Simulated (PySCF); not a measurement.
**Geometry relaxation, with input and output: CH₃Cl₃Zr**

The run: geometry relaxation of CH₃Cl₃Zr, SMILES [CH3][Zr]([Cl])([Cl])[Cl]. Method and program: PBE0-D3(BJ)/def2-SVP geometry optimisation, gas phase (PySCF 2.14.0).

It belongs to a series of runs on one base structure; here: one ligand: Cl to Me.

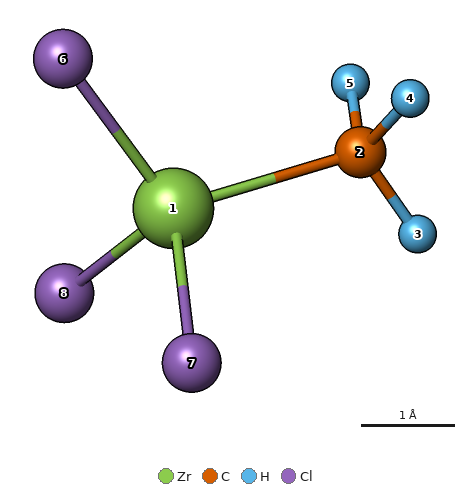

*The structure as given in the input (ball-and-stick view, seen at a tilt; atoms are numbered from 1 in the order of the input). Sticks mark near contacts.*

Bond lengths as drawn: Cl–Zr 2.21 to 2.35 Å, C–H 1.10 to 1.18 Å and C–Zr 2.19 Å.

Key numbers

| quantity | value |
| --- | --- |
| outcome | converged |
| total energy | −1466.842028 hartree |
| dipole moment | 1.33 D |
| point group | C3 |
| hardware | 1 CPU thread, shared host |
| wall time | 2.1 min |
| peak memory | 0.46 GiB |

Input file
```
{"job": {"xc": "PBE0", "basis": "def2-SVP", "d3": "d3bj", "grid": 1, "maxiter": 30, "shake": 0.03, "kind": "geom"}, "charge": 0, "multiplicity": 1}
Zr     0.060220    -0.075500    -0.933240
C     -0.016510    -0.016780     1.254360
H     -1.084050     0.054070     1.644660
H      0.670410     0.857440     1.657690
H      0.449150    -0.945270     1.630880
Cl     2.103920     0.002950    -1.780280
Cl    -1.016420     1.840460    -1.766530
Cl    -1.028480    -1.803030    -1.791250
```

The first line tells a small driver script what to run in PySCF; the rest is the geometry in Å.

Run as:
```bash
OMP_NUM_THREADS=1 python <driver script> task.json out
```

The program's output
```
step   0  E = -1466.82334316  max force = 0.046325
step   1  E = -1466.83934601  max force = 0.007471
step   2  E = -1466.84051631  max force = 0.006852
step   3  E = -1466.84124096  max force = 0.002487
step   4  E = -1466.84148615  max force = 0.001760
step   5  E = -1466.84155128  max force = 0.001180
step   6  E = -1466.84149160  max force = 0.002081
step   7  E = -1466.84159862  max force = 0.002590
step   8  E = -1466.84170238  max force = 0.001898
step   9  E = -1466.84170491  max force = 0.002325
step  10  E = -1466.84175324  max force = 0.001709
step  11  E = -1466.84183717  max force = 0.000955
step  12  E = -1466.84189005  max force = 0.000642
step  13  E = -1466.84194577  max force = 0.000620
step  14  E = -1466.84199707  max force = 0.001492
step  15  E = -1466.84201499  max force = 0.001225
step  16  E = -1466.84202620  max force = 0.000593
step  17  E = -1466.84202751  max force = 0.000076
optimisation converged
```

Trajectory as extended XYZ (Å, eV, eV/Å), 18 frames, from step=0 to step=17
```
8
Properties=species:S:1:pos:R:3:forces:R:3 step=0 energy=-39914.29621
Zr    0.0602   -0.0755   -0.9332   -1.4143   2.3453   1.1734
C    -0.0165   -0.0168    1.2544    0.5603   1.2193   0.7744
H    -1.0840    0.0541    1.6447    1.1102   0.0822  -0.2083
H     0.6704    0.8574    1.6577   -1.4497  -1.3728  -0.6060
H     0.4491   -0.9453    1.6309   -0.1131  -0.1041   0.1743
Cl    2.1039    0.0029   -1.7803    2.3821  -0.0573  -0.6575
Cl   -1.0164    1.8405   -1.7665    0.0442  -0.0989   0.1285
Cl   -1.0285   -1.8030   -1.7913   -1.1197  -2.0136  -0.7788
8
Properties=species:S:1:pos:R:3:forces:R:3 step=1 energy=-39914.73167
Zr    0.0396   -0.0261   -0.9533   -0.0141  -0.0155  -0.3842
C    -0.0245   -0.0038    1.2486    0.2774  -0.2691  -0.3268
H    -1.0463    0.0791    1.6478   -0.1000   0.0463   0.0568
H     0.5891    0.8229    1.6392   -0.0187   0.1995   0.0495
H     0.4292   -0.9346    1.6434   -0.0946  -0.0099  -0.0332
Cl    2.2584   -0.0007   -1.7291   -0.2855  -0.0430   0.2771
Cl   -1.0285    1.8873   -1.7720    0.0702  -0.1130   0.1496
Cl   -1.0787   -1.9098   -1.8083    0.1653   0.2047   0.2112
8
Properties=species:S:1:pos:R:3:forces:R:3 step=2 energy=-39914.76352
Zr    0.0340   -0.0175   -0.9598    0.0437  -0.1111  -0.3524
C    -0.0236   -0.0065    1.2174    0.1472  -0.1270   0.0271
H    -1.0467    0.0792    1.6187   -0.0567   0.0191   0.0273
H     0.5806    0.8294    1.6108   -0.0139   0.0814   0.0274
H     0.4231   -0.9409    1.6088   -0.0437   0.0046  -0.0071
Cl    2.2645   -0.0117   -1.6571   -0.0706  -0.0159   0.1258
Cl   -1.0261    1.8970   -1.7475   -0.0517   0.1112   0.0422
Cl   -1.0675   -1.9146   -1.7749    0.0458   0.0376   0.1097
8
Properties=species:S:1:pos:R:3:forces:R:3 step=3 energy=-39914.78324
Zr    0.0272   -0.0074   -0.9910   -0.0363   0.0207  -0.0344
C    -0.0183   -0.0133    1.1881   -0.0189   0.0455   0.0733
H    -1.0438    0.0741    1.5920    0.0141  -0.0134  -0.0466
H     0.5732    0.8334    1.5869   -0.0102  -0.0520  -0.0281
H     0.4208   -0.9509    1.5761    0.0146   0.0119  -0.0002
Cl    2.2758   -0.0251   -1.5811    0.1279   0.0031  -0.0131
Cl   -1.0375    1.9348   -1.7217   -0.0370   0.0798   0.0292
Cl   -1.0592   -1.9312   -1.7331   -0.0542  -0.0955   0.0199
8
Properties=species:S:1:pos:R:3:forces:R:3 step=4 energy=-39914.78991
Zr    0.0241   -0.0009   -1.0091   -0.0144   0.0318  -0.0100
C    -0.0133   -0.0171    1.1643   -0.0827   0.0504   0.0817
H    -1.0417    0.0687    1.5613    0.0095  -0.0206  -0.0555
H     0.5702    0.8326    1.5641    0.0309  -0.0290  -0.0211
H     0.4241   -0.9550    1.5507    0.0325   0.0071  -0.0068
Cl    2.2898   -0.0295   -1.5438    0.0905   0.0082  -0.0402
Cl   -1.0501    1.9642   -1.6821   -0.0117   0.0149   0.0383
Cl   -1.0649   -1.9487   -1.6892   -0.0546  -0.0628   0.0134
8
Properties=species:S:1:pos:R:3:forces:R:3 step=5 energy=-39914.79168
Zr    0.0222    0.0025   -1.0296    0.0317  -0.0038   0.0142
C    -0.0031   -0.0192    1.1374   -0.0607   0.0500   0.0574
H    -1.0372    0.0616    1.5188    0.0100  -0.0153  -0.0363
H     0.5752    0.8341    1.5348    0.0265  -0.0171  -0.0164
H     0.4367   -0.9560    1.5214    0.0315   0.0004  -0.0110
Cl    2.3024   -0.0317   -1.5354   -0.0098   0.0108  -0.0568
Cl   -1.0702    1.9910   -1.6098    0.0002  -0.0579   0.0320
Cl   -1.0878   -1.9679   -1.6213   -0.0295   0.0329   0.0170
8
Properties=species:S:1:pos:R:3:forces:R:3 step=6 energy=-39914.79006
Zr    0.0200   -0.0001   -1.0404    0.0517  -0.0280   0.0285
C     0.0146   -0.0185    1.1225    0.0084   0.0014   0.0038
H    -1.0239    0.0559    1.4900    0.0041  -0.0036   0.0060
H     0.5910    0.8374    1.5131    0.0151   0.0213   0.0105
H     0.4607   -0.9529    1.5041    0.0137  -0.0067  -0.0017
Cl    2.2986   -0.0294   -1.5840   -0.0994   0.0112  -0.0554
Cl   -1.0974    1.9966   -1.5333    0.0024  -0.1026  -0.0001
Cl   -1.1252   -1.9746   -1.5556    0.0040   0.1070   0.0085
8
Properties=species:S:1:pos:R:3:forces:R:3 step=7 energy=-39914.79297
Zr    0.0216   -0.0049   -1.0340    0.0518  -0.0404   0.0175
C     0.0247   -0.0164    1.1309    0.0786  -0.0369  -0.0532
H    -1.0152    0.0555    1.4930   -0.0011   0.0050   0.0317
H     0.6023    0.8395    1.5183    0.0019   0.0402   0.0244
H     0.4743   -0.9493    1.5129   -0.0025  -0.0050   0.0045
Cl    2.2847   -0.0240   -1.6474   -0.1332   0.0085  -0.0320
Cl   -1.1099    1.9812   -1.5147   -0.0113  -0.0626  -0.0088
Cl   -1.1443   -1.9673   -1.5428    0.0159   0.0912   0.0158
8
Properties=species:S:1:pos:R:3:forces:R:3 step=8 energy=-39914.79579
Zr    0.0206   -0.0069   -1.0252    0.0244  -0.0263   0.0058
C     0.0338   -0.0156    1.1415    0.0976  -0.0250  -0.0496
H    -1.0058    0.0553    1.5059    0.0117   0.0033   0.0270
H     0.6110    0.8412    1.5297   -0.0051   0.0228   0.0151
H     0.4845   -0.9481    1.5239   -0.0019  -0.0009   0.0047
Cl    2.2635   -0.0204   -1.6964   -0.0913   0.0054  -0.0180
Cl   -1.1181    1.9674   -1.5198   -0.0297  -0.0096  -0.0019
Cl   -1.1513   -1.9585   -1.5432   -0.0056   0.0303   0.0170
8
Properties=species:S:1:pos:R:3:forces:R:3 step=9 energy=-39914.79586
Zr    0.0113   -0.0093   -1.0194   -0.0186  -0.0100  -0.0031
C     0.0582   -0.0145    1.1472    0.1196  -0.0223  -0.0506
H    -0.9799    0.0534    1.5168    0.0154   0.0033   0.0297
H     0.6347    0.8442    1.5324   -0.0094   0.0175   0.0087
H     0.5133   -0.9457    1.5273   -0.0035   0.0000   0.0040
Cl    2.2237   -0.0150   -1.7755   -0.0507  -0.0010   0.0153
Cl   -1.1464    1.9541   -1.4979   -0.0382   0.0200  -0.0091
Cl   -1.1767   -1.9528   -1.5147   -0.0146  -0.0074   0.0052
8
Properties=species:S:1:pos:R:3:forces:R:3 step=10 energy=-39914.79718
Zr   -0.0038   -0.0092   -1.0151   -0.0482   0.0080  -0.0065
C     0.0780   -0.0138    1.1503    0.0879  -0.0023  -0.0207
H    -0.9556    0.0525    1.5344    0.0185  -0.0019   0.0195
H     0.6552    0.8464    1.5322   -0.0038   0.0029  -0.0063
H     0.5373   -0.9447    1.5263    0.0047   0.0001  -0.0017
Cl    2.1911   -0.0135   -1.8071    0.0145  -0.0025   0.0098
Cl   -1.1706    1.9468   -1.4991   -0.0416   0.0370   0.0019
Cl   -1.1933   -1.9501   -1.5055   -0.0320  -0.0413   0.0040
8
Properties=species:S:1:pos:R:3:forces:R:3 step=11 energy=-39914.79946
Zr   -0.0403   -0.0095   -1.0153   -0.0491   0.0127  -0.0027
C     0.1233   -0.0120    1.1438    0.0310   0.0063   0.0040
H    -0.9000    0.0481    1.5568    0.0177  -0.0032   0.0241
H     0.7039    0.8521    1.5108   -0.0010  -0.0021  -0.0136
H     0.5959   -0.9411    1.5067    0.0096  -0.0013  -0.0046
Cl    2.1322   -0.0102   -1.8624    0.0361  -0.0047   0.0079
Cl   -1.2329    1.9395   -1.4649   -0.0233   0.0255  -0.0032
Cl   -1.2438   -1.9524   -1.4592   -0.0209  -0.0332  -0.0119
8
Properties=species:S:1:pos:R:3:forces:R:3 step=12 energy=-39914.80090
Zr   -0.0486   -0.0091   -1.0157   -0.0330   0.0118  -0.0024
C     0.1282   -0.0120    1.1429    0.0025   0.0046   0.0051
H    -0.8911    0.0476    1.5660    0.0181  -0.0039   0.0181
H     0.7106    0.8526    1.5055    0.0073  -0.0010  -0.0155
H     0.6037   -0.9409    1.5023    0.0154  -0.0001  -0.0079
Cl    2.1279   -0.0105   -1.8535    0.0171  -0.0032   0.0000
Cl   -1.2421    1.9402   -1.4680   -0.0132   0.0131   0.0052
Cl   -1.2504   -1.9535   -1.4632   -0.0141  -0.0213  -0.0026
8
Properties=species:S:1:pos:R:3:forces:R:3 step=13 energy=-39914.80242
Zr   -0.0658   -0.0088   -1.0167   -0.0012   0.0012  -0.0014
C     0.1404   -0.0118    1.1395   -0.0319  -0.0040   0.0044
H    -0.8704    0.0461    1.5824    0.0159  -0.0028   0.0143
H     0.7275    0.8540    1.4906    0.0159   0.0037  -0.0127
H     0.6237   -0.9400    1.4902    0.0202   0.0027  -0.0099
Cl    2.1142   -0.0103   -1.8491   -0.0170  -0.0012  -0.0074
Cl   -1.2632    1.9412   -1.4607   -0.0011  -0.0016   0.0074
Cl   -1.2680   -1.9560   -1.4599   -0.0008   0.0020   0.0053
8
Properties=species:S:1:pos:R:3:forces:R:3 step=14 energy=-39914.80381
Zr   -0.1042   -0.0091   -1.0134    0.0248  -0.0043  -0.0016
C     0.1740   -0.0109    1.1350   -0.0767  -0.0069   0.0144
H    -0.8170    0.0417    1.6214    0.0124  -0.0021   0.0070
H     0.7705    0.8581    1.4614    0.0187   0.0039  -0.0133
H     0.6761   -0.9365    1.4659    0.0222   0.0039  -0.0123
Cl    2.0643   -0.0091   -1.8746   -0.0226  -0.0002  -0.0131
Cl   -1.3141    1.9382   -1.4391    0.0125  -0.0102   0.0085
Cl   -1.3113   -1.9580   -1.4403    0.0088   0.0158   0.0104
8
Properties=species:S:1:pos:R:3:forces:R:3 step=15 energy=-39914.80430
Zr   -0.1157   -0.0097   -1.0114    0.0233  -0.0032  -0.0034
C     0.1843   -0.0107    1.1342   -0.0630  -0.0080   0.0104
H    -0.7989    0.0388    1.6358    0.0086  -0.0012   0.0082
H     0.7843    0.8600    1.4501    0.0109   0.0047  -0.0091
H     0.6959   -0.9342    1.4565    0.0150   0.0030  -0.0089
Cl    2.0443   -0.0092   -1.8938   -0.0148  -0.0008  -0.0059
Cl   -1.3291    1.9371   -1.4268    0.0112  -0.0084   0.0029
Cl   -1.3270   -1.9578   -1.4284    0.0087   0.0139   0.0058
8
Properties=species:S:1:pos:R:3:forces:R:3 step=16 energy=-39914.80460
Zr   -0.1161   -0.0101   -1.0103    0.0124  -0.0007  -0.0037
C     0.1830   -0.0108    1.1354   -0.0305  -0.0052   0.0032
H    -0.7968    0.0364    1.6433    0.0054  -0.0011   0.0070
H     0.7844    0.8610    1.4463    0.0016   0.0033  -0.0048
H     0.7008   -0.9324    1.4539    0.0068   0.0019  -0.0045
Cl    2.0397   -0.0104   -1.9025   -0.0029  -0.0010   0.0009
Cl   -1.3276    1.9374   -1.4244    0.0038  -0.0032   0.0000
Cl   -1.3290   -1.9567   -1.4255    0.0034   0.0060   0.0018
8
Properties=species:S:1:pos:R:3:forces:R:3 step=17 energy=-39914.80464
Zr   -0.1134   -0.0103   -1.0103    0.0018   0.0008  -0.0024
C     0.1771   -0.0111    1.1364   -0.0001  -0.0021  -0.0023
H    -0.8001    0.0335    1.6486    0.0014  -0.0016   0.0038
H     0.7786    0.8623    1.4437   -0.0035   0.0029  -0.0001
H     0.7006   -0.9304    1.4523    0.0015   0.0005  -0.0002
Cl    2.0430   -0.0120   -1.9010    0.0023  -0.0007   0.0039
Cl   -1.3215    1.9384   -1.4262   -0.0022  -0.0002  -0.0017
Cl   -1.3261   -1.9561   -1.4271   -0.0011   0.0003  -0.0009
```

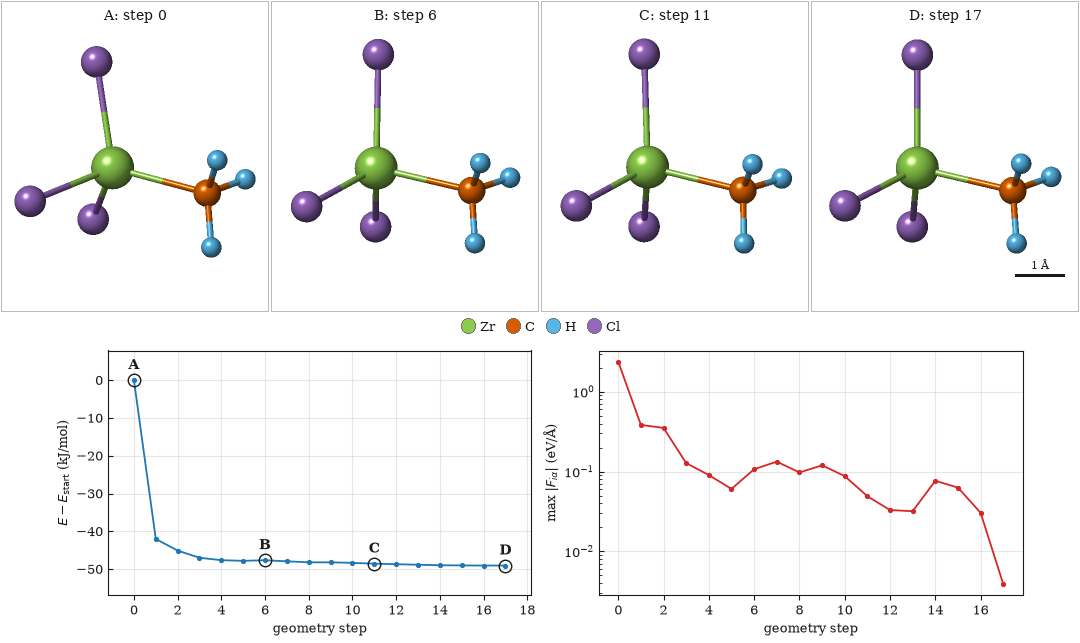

*Frames of the relaxation (ball-and-stick view, seen at a tilt) above the curves, on which the letters mark them (steps are counted from 0).*

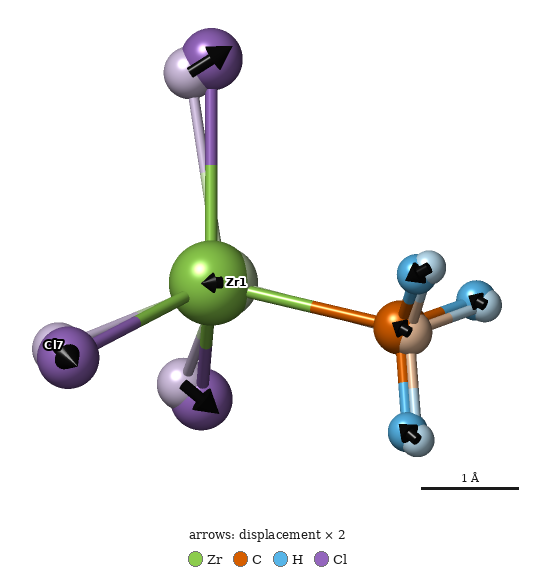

*Start (faint) and end (solid) with the displacements as black arrows, magnified 2 times (ball-and-stick view, seen at a tilt). The two geometries are laid on each other by the best rigid fit.*

The atom that moves furthest after the best rigid fit is Cl6 (0.26 Å). Largest moves by element: Cl 0.26 Å, H 0.15 Å, Zr 0.11 Å, C 0.11 Å. Among the contacts that change: Zr1–Cl6 2.214 → 2.333 Å, C2–H4 1.183 → 1.104 Å, C2–H3 1.139 → 1.104 Å, Zr1–C2 2.190 → 2.166 Å. Among the angles that change: C2–Zr1–Cl6 114.4° → 104.7°, Cl6–Zr1–Cl7 105.0° → 114.3°, C2–Zr1–Cl8 113.0° → 104.3°. The energy falls by 49.1 kJ/mol in 17 geometry steps. Largest force component: 2.4 eV/Å at the start, 0.0039 eV/Å at the end. (Atoms are counted from 1 in the order of the input.)
